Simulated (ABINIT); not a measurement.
# MgS (F-43m): G0W0 in ABINIT against the screening cutoff in the self-energy

Aim: move the screening cutoff in the self-energy of a G0W0 run on MgS (F-43m) over a wide range.

Main program and level: ABINIT 10.8.3; LDA and many-body steps on it, plane waves.

## Step 1: The structure

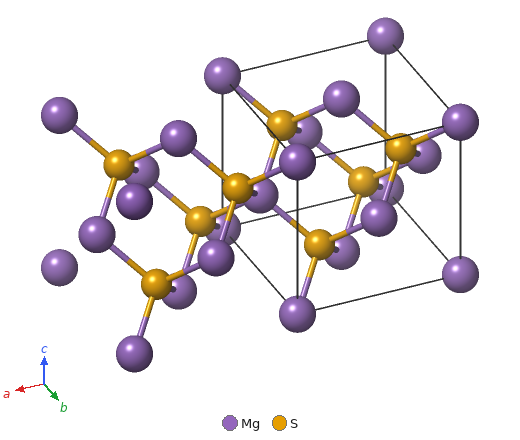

The cell as given, from a free direction (magnesium purple, sulfur orange). 2×1×1 cells are drawn. This picture shows the conventional cell, with its axes. Bonds to atoms that aren't drawn are left out. Some periodic images of atoms are drawn too.

As a file:

```cif
data_structure
_symmetry_space_group_name_H-M 'F-43m'
_symmetry_Int_Tables_number 216
_cell_length_a 5.6662
_cell_length_b 5.6662
_cell_length_c 5.6662
_cell_angle_alpha 90.000
_cell_angle_beta 90.000
_cell_angle_gamma 90.000
_cell_volume 181.92
loop_
_atom_site_label
_atom_site_type_symbol
_atom_site_symmetry_multiplicity
_atom_site_Wyckoff_symbol
_atom_site_fract_x
_atom_site_fract_y
_atom_site_fract_z
_atom_site_occupancy
Mg1 Mg 4 a 0.00000 0.00000 0.00000 1
S1 S 4 c 0.25000 0.25000 0.25000 1
```

The cell and positions are those that the Materials Project relaxed with its own functionals (PBE, PBE+U or r2SCAN), kept fixed. This is not the form that MgS usually takes at ambient conditions.

## Step 2: Screening, 4×4×4 mesh, 81 bands, screening to 176.9 eV

This step: ABINIT 10.8.3; RPA screening on LDA, plane waves, norm-conserving pseudopotentials.

The RPA dielectric matrix is built and inverted for each q.

run.abi reads:

```
acell 3*1.0 Angstrom
rprim 
  -0.000000000000 2.833120046800 2.833120046800
  2.833120046800 -0.000000000000 2.833120046800
  2.833120046800 2.833120046800 -0.000000000000
ntypat 2
znucl 12 16
natom 2
typat 1 2
xred 
  0.000000000000 0.000000000000 0.000000000000
  0.750000000000 0.750000000000 0.750000000000
pp_dirpath "pseudos"
pseudos "Mg.upf, S.upf"
ecut 38
ngkpt 4 4 4
nshiftk 1
shiftk 0 0 0
kptopt 1
chksymbreak 0
istwfk *1
occopt 1
irdwfk 1
optdriver 3
nband 81
ecuteps 6.5
inclvkb 2
awtr 1
symchi 1
indata_prefix "in"
outdata_prefix "out"
tmpdata_prefix "tmp"
```

Command:

```console
$ OMP_NUM_THREADS=1 mpirun -n 4 abinit run.abi > log
```

Log:

```text
.Version 10.8.3 of ABINIT. v10.8.2 released Aug 2026.

 Symmetries : space group F-4 3 m (#216); Bravais cF (face-center cubic)
[... echo of the input left out ...]
== DATASET  1 ==================================================================
-   mpi_nproc: 4, omp_nthreads: 1 (-1 if OMP is not activated)

--- !DatasetInfo
iteration_state: {dtset: 1, }
dimensions: {natom: 2, nkpt: 8, mband: 81, nsppol: 1, nspinor: 1, nspden: 1, mpw: 3479, }
cutoff_energies: {ecut:  38.0, pawecutdg:  -1.0, }
electrons: {nelect:   1.60000000E+01, charge:   0.00000000E+00, occopt:   1.00000000E+00, tsmear:   1.00000000E-02, }

 SCREENING: Calculation of the susceptibility and dielectric matrices

 Based on a program developped by R.W. Godby, V. Olevano, G. Onida, and L. Reining.
 Incorporated in ABINIT by V. Olevano, G.-M. Rignanese, and M. Torrent.
.Using double precision arithmetic ; gwpc =  8

[... cell and pseudopotentials left out ...]
--------------------------------------------------------------------------------

 ==== K-mesh for the wavefunctions ====
 Number of points in the irreducible wedge :     8
[... list of points left out ...]
 Together with 24 symmetry operations and time-reversal symmetry
 yields    64 points in the full Brillouin Zone.

 ==== Q-mesh for the screening function ====
 Number of points in the irreducible wedge :     8
[... list of points left out ...]
 Together with 24 symmetry operations and time-reversal symmetry
 yields    64 points in the full Brillouin Zone.

 setmesh: FFT mesh size selected  =    30x   30x   30
          total number of points  =        27000

 vcoul_init : cutoff-mode = AUXILIARY_FUNCTION
 q-points for optical limit:   1
     1)      0.000010    0.000020    0.000030

- screening: taking advantage of time-reversal symmetry
- Maximum band index for partially occupied states nbvw = 8
- Remaining bands to be divided among processors   nbcw = 73
- Number of bands treated by each node ~18

 Number of electrons calculated from density =   16.0000; Expected =   16.0000
 average of density, n =  0.052131
 r_s =    1.6606
 omega_plasma =   22.0244 [eV]

 calculating chi0 at frequencies [eV] :
  1    0.000000E+00    0.000000E+00
  2    0.000000E+00    2.202444E+01

--------------------------------------------------------------------------------
  q-point number  1        q = ( 0.000000, 0.000000, 0.000000) [r.l.u.]
--------------------------------------------------------------------------------
[... chi0 elements left out ...]
 For q-point:  0.000010 0.000020 0.000030
  dielectric constant =   4.4099
  dielectric constant without local fields =   5.1839

  Average fulfillment of the sum rule on Im[epsilon] for q-point    1 :     57.21  [%]
[... wings left out ...]
  q-point number  2        q = ( 0.250000, 0.000000, 0.000000) [r.l.u.]
--------------------------------------------------------------------------------
[... chi0 elements left out ...]
  Average fulfillment of the sum rule on Im[epsilon] for q-point    2 :     65.40  [%]

 [... 6 further q-points ...]
```

It took 15 s on 4 MPI ranks of Arm Neoverse V2, shared host; peak memory 0.73 GiB.

This step gave:

* ε∞ with local fields, on this mesh, along the program's q direction: 4.410
* the same without local fields: 5.184
* plasma frequency: 22.02 eV
* plane waves in the screening matrix: 259

Local fields lower ε∞ by 15 %. On a Γ-centred mesh this coarse the value itself is usually too large, while a short band sum pulls it down.

## Step 3: 0.7 Ha

This step: G0W0 on LDA, plane waves, norm-conserving pseudopotentials.

run.abi: that of step 2 with these lines changed.

```diff
@@ -23,8 +23,15 @@
 irdwfk 1
-optdriver 3
+optdriver 4
 nband 81
-ecuteps 6.5
-inclvkb 2
-awtr 1
-symchi 1
+gwcalctyp 0
+ecutsigx 38
+symsigma 1
+nkptgw 1
+kptgw 
+  0.0000000000 0.0000000000 0.0000000000
+bdgw 
+  6 12
+ecuteps 0.7
+irdscr 1
+ppmodel 1
 indata_prefix "in"
```

Log:

```text
.Version 10.8.3 of ABINIT. v10.8.2 released Aug 2026.

 Symmetries : space group F-4 3 m (#216); Bravais cF (face-center cubic)
[... echo of the input left out ...]
== DATASET  1 ==================================================================
-   mpi_nproc: 4, omp_nthreads: 1 (-1 if OMP is not activated)

--- !DatasetInfo
iteration_state: {dtset: 1, }
dimensions: {natom: 2, nkpt: 8, mband: 81, nsppol: 1, nspinor: 1, nspden: 1, mpw: 3479, }
cutoff_energies: {ecut:  38.0, pawecutdg:  -1.0, }
electrons: {nelect:   1.60000000E+01, charge:   0.00000000E+00, occopt:   1.00000000E+00, tsmear:   1.00000000E-02, }

 SIGMA: Calculation of the GW corrections

 Based on a program developped by R.W. Godby, V. Olevano, G. Onida, and L. Reining.
 Incorporated in ABINIT by V. Olevano, G.-M. Rignanese, and M. Torrent.
.Using double precision arithmetic ; gwpc =  8

[... cell and pseudopotentials left out ...]
--------------------------------------------------------------------------------

 ==== K-mesh for the wavefunctions ====
 Number of points in the irreducible wedge :     8
[... list of points left out ...]
 Together with 24 symmetry operations and time-reversal symmetry
 yields    64 points in the full Brillouin Zone.

 ==== Q-mesh for screening function ====
 Number of points in the irreducible wedge :     8
[... list of points left out ...]
 Together with 24 symmetry operations and time-reversal symmetry
 yields    64 points in the full Brillouin Zone.

 vcoul_init : cutoff-mode = AUXILIARY_FUNCTION
 q-points for optical limit:   1
     1)      0.000010    0.000020    0.000030
 setmesh: FFT mesh size selected  =    45x   45x   45
          total number of points  =        91125

 Number of electrons calculated from density =   16.0000; Expected =   16.0000
 average of density, n =  0.052131
 r_s =    1.6606
 omega_plasma =   22.0244 [eV]

 === KS Band Gaps ===
  >>>> For spin  1
   Minimum direct gap =   3.1654 [eV], located at k-point      :   0.0000  0.0000  0.0000
   Fundamental gap    =   3.1654 [eV], Top of valence bands at :   0.0000  0.0000  0.0000
                                       Bottom of conduction at :   0.0000  0.0000  0.0000
 SIGMA fundamental parameters:
 PLASMON POLE MODEL  1
 number of plane-waves for SigmaX                 3479
 number of plane-waves for SigmaC and W             15
 number of plane-waves for wavefunctions          3479
 number of bands                                    81
 number of independent spin polarizations            1
 number of spinorial components                      1
 number of k-points in IBZ                           8
 number of q-points in IBZ                           8
 number of symmetry operations                      24
 number of k-points in BZ                           64
 number of q-points in BZ                           64
 number of frequencies for dSigma/dE                 9
 frequency step for dSigma/dE [eV]                0.25
 number of omega for Sigma on real axis              0
 max omega for Sigma on real axis  [eV]           0.00
 zcut for avoiding poles [eV]                     0.10

 EPSILON^-1 parameters (SCR file):
 dimension of the eps^-1 matrix on file            259
 dimension of the eps^-1 matrix used                15
 number of plane-waves for wavefunctions          3479
 number of bands                                    81
 number of q-points in IBZ                           8
 number of frequencies                               2
 number of real frequencies                          1
 number of imag frequencies                          1

 matrix elements of self-energy operator (all in [eV])

 Perturbative Calculation

--- !SelfEnergy_ee
iteration_state: {dtset: 1, }
kpoint     : [   0.000,    0.000,    0.000, ]
spin       : 1
KS_gap     :    3.165
QP_gap     :    4.716
Delta_QP_KS:    1.551
data: !SigmaeeData |
     Band     E0 <VxcDFT>   SigX SigC(E0)      Z dSigC/dE  Sig(E)    E-E0       E
        6   1.305 -12.870 -16.221   2.399   0.804  -0.244 -13.635  -0.765   0.539
        7   1.305 -12.870 -16.221   2.399   0.804  -0.244 -13.635  -0.765   0.539
        8   1.305 -12.870 -16.221   2.399   0.804  -0.244 -13.635  -0.765   0.539
        9   4.470  -9.360  -5.069  -3.341   0.827  -0.209  -8.574   0.785   5.255
       10   9.041 -10.175  -4.841  -3.655   0.817  -0.224  -8.804   1.370  10.412
       11   9.041 -10.175  -4.841  -3.655   0.817  -0.224  -8.804   1.370  10.412
       12   9.041 -10.175  -4.841  -3.655   0.817  -0.224  -8.804   1.370  10.412

== END DATASET(S) ==============================================================
================================================================================

 -outvars: echo values of variables after computation  --------
           etotal      0.0000000000E+00
            nband          81
             nkpt           8
          spgroup         216
 [... the other variables as echoed above ...]

 Calculation completed.
```

The job ended after 2.1 s (4 MPI ranks; peak memory 0.16 GiB; 8.2 s of CPU time).

This step gave:

| Property | Result |
| --- | --- |
| G0W0 gap on the points computed | 4.716 eV |
| starting gap on the mesh | 3.165 eV |
| k of the valence top | 0, 0, 0 |
| k of the conduction bottom | 0, 0, 0 |
| Z at the valence top | 0.804 |
| Z at the conduction bottom | 0.827 |
| least direct G0W0 gap on the computed points | 4.716 eV |

## Step 4: 1.3 Ha

run.abi: that of step 3 with these lines changed.

```diff
@@ -33,3 +33,3 @@
   6 12
-ecuteps 0.7
+ecuteps 1.3
 irdscr 1
```

Log:

```text
.Version 10.8.3 of ABINIT. v10.8.2 released Aug 2026.

 Symmetries : space group F-4 3 m (#216); Bravais cF (face-center cubic)
[... echo of the input left out ...]
== DATASET  1 ==================================================================
-   mpi_nproc: 4, omp_nthreads: 1 (-1 if OMP is not activated)

--- !DatasetInfo
iteration_state: {dtset: 1, }
dimensions: {natom: 2, nkpt: 8, mband: 81, nsppol: 1, nspinor: 1, nspden: 1, mpw: 3479, }
cutoff_energies: {ecut:  38.0, pawecutdg:  -1.0, }
electrons: {nelect:   1.60000000E+01, charge:   0.00000000E+00, occopt:   1.00000000E+00, tsmear:   1.00000000E-02, }

 SIGMA: Calculation of the GW corrections

 Based on a program developped by R.W. Godby, V. Olevano, G. Onida, and L. Reining.
 Incorporated in ABINIT by V. Olevano, G.-M. Rignanese, and M. Torrent.
.Using double precision arithmetic ; gwpc =  8

[... cell and pseudopotentials left out ...]
--------------------------------------------------------------------------------

 ==== K-mesh for the wavefunctions ====
 Number of points in the irreducible wedge :     8
[... list of points left out ...]
 Together with 24 symmetry operations and time-reversal symmetry
 yields    64 points in the full Brillouin Zone.

 ==== Q-mesh for screening function ====
 Number of points in the irreducible wedge :     8
[... list of points left out ...]
 Together with 24 symmetry operations and time-reversal symmetry
 yields    64 points in the full Brillouin Zone.

 vcoul_init : cutoff-mode = AUXILIARY_FUNCTION
 q-points for optical limit:   1
     1)      0.000010    0.000020    0.000030
 setmesh: FFT mesh size selected  =    45x   45x   45
          total number of points  =        91125

 Number of electrons calculated from density =   16.0000; Expected =   16.0000
[...]
number of q-points in BZ                           64
 number of frequencies for dSigma/dE                 9
 frequency step for dSigma/dE [eV]                0.25
 number of omega for Sigma on real axis              0
 max omega for Sigma on real axis  [eV]           0.00
 zcut for avoiding poles [eV]                     0.10

 EPSILON^-1 parameters (SCR file):
 dimension of the eps^-1 matrix on file            259
 dimension of the eps^-1 matrix used                15
 number of plane-waves for wavefunctions          3479
 number of bands                                    81
 number of q-points in IBZ                           8
 number of frequencies                               2
 number of real frequencies                          1
 number of imag frequencies                          1

 matrix elements of self-energy operator (all in [eV])

 Perturbative Calculation

--- !SelfEnergy_ee
iteration_state: {dtset: 1, }
kpoint     : [   0.000,    0.000,    0.000, ]
spin       : 1
KS_gap     :    3.165
QP_gap     :    4.716
Delta_QP_KS:    1.551
data: !SigmaeeData |
     Band     E0 <VxcDFT>   SigX SigC(E0)      Z dSigC/dE  Sig(E)    E-E0       E
        6   1.305 -12.870 -16.221   2.399   0.804  -0.244 -13.635  -0.765   0.539
        7   1.305 -12.870 -16.221   2.399   0.804  -0.244 -13.635  -0.765   0.539
        8   1.305 -12.870 -16.221   2.399   0.804  -0.244 -13.635  -0.765   0.539
        9   4.470  -9.360  -5.069  -3.341   0.827  -0.209  -8.574   0.785   5.255
       10   9.041 -10.175  -4.841  -3.655   0.817  -0.224  -8.804   1.370  10.412
       11   9.041 -10.175  -4.841  -3.655   0.817  -0.224  -8.804   1.370  10.412
       12   9.041 -10.175  -4.841  -3.655   0.817  -0.224  -8.804   1.370  10.412

== END DATASET(S) ==============================================================
================================================================================

 -outvars: echo values of variables after computation  --------
           etotal      0.0000000000E+00
            nband          81
             nkpt           8
          spgroup         216
 [... the other variables as echoed above ...]

 Calculation completed.
```

It took 2.1 s on 4 MPI ranks; peak memory 0.16 GiB.

Numbers from this step:

- G0W0 gap on the points computed: 4.716 eV
- starting gap on the mesh: 3.165 eV
- k of the valence top: 0, 0, 0
- k of the conduction bottom: 0, 0, 0
- Z at the valence top: 0.804
- Z at the conduction bottom: 0.827
- least direct G0W0 gap on the computed points: 4.716 eV

## Step 5: 2.3 Ha

The self-energy is evaluated for the states that the input lists, and the levels follow from it, in one-shot runs by the linearised quasiparticle equation.

run.abi: that of step 4 with these lines changed.

```diff
@@ -33,3 +33,3 @@
   6 12
-ecuteps 1.3
+ecuteps 2.3
 irdscr 1
```

Log:

```text
.Version 10.8.3 of ABINIT. v10.8.2 released Aug 2026.

 Symmetries : space group F-4 3 m (#216); Bravais cF (face-center cubic)
[... echo of the input left out ...]
== DATASET  1 ==================================================================
-   mpi_nproc: 4, omp_nthreads: 1 (-1 if OMP is not activated)

--- !DatasetInfo
iteration_state: {dtset: 1, }
dimensions: {natom: 2, nkpt: 8, mband: 81, nsppol: 1, nspinor: 1, nspden: 1, mpw: 3479, }
cutoff_energies: {ecut:  38.0, pawecutdg:  -1.0, }
[...]
10   9.041 -10.175  -4.841  -3.903   0.809  -0.235  -9.017   1.158  10.199
       11   9.041 -10.175  -4.841  -3.903   0.809  -0.235  -9.017   1.158  10.199
       12   9.041 -10.175  -4.841  -3.903   0.809  -0.235  -9.017   1.158  10.199

== END DATASET(S) ==============================================================
================================================================================

 -outvars: echo values of variables after computation  --------
           etotal      0.0000000000E+00
            nband          81
             nkpt           8
          spgroup         216
 [... the other variables as echoed above ...]

 Calculation completed.
```

Run time: 2.2 s. Hardware: 4 MPI ranks; peak memory 0.16 GiB; 8.3 s of CPU time.

This step gave:

```
G0W0 gap on the points computed              : 4.92 eV
starting gap on the mesh                     : 3.165 eV
k of the valence top                         : 0, 0, 0
k of the conduction bottom                   : 0, 0, 0
least direct G0W0 gap on the computed points : 4.92 eV
```

The gap on the mesh goes from 3.17 eV to 4.92 eV, a correction of +1.75 eV.

[end of part 1 of 2]

[Paths, hosts, dates, memory and timing lines, banners, echoed tables and standing remarks are left out of the program output.]

[Logs are printed without paths, hosts, clocks, repeated set-up lines and the standing remarks that a program may print on its own settings, such as how far it seeks lower states.]

[Runs of the session that timed out or met a known fault of the program may be left out.]

[Hosts, paths, dates, database ids (printed as entryN), source tags and the programs' standing remarks are cut or masked in the printed files.]

[G0W0 gaps are taken among the corrected bands and points alone; a level outside them can change the order at an edge.]

[Where Ansatz stands beside ABINIT at settings called matched, ABINIT's density can come from a denser mesh and the files from another edition; pairs whose starting gaps differed by over 0.03 eV were left out, so agreement reads better than it is.]
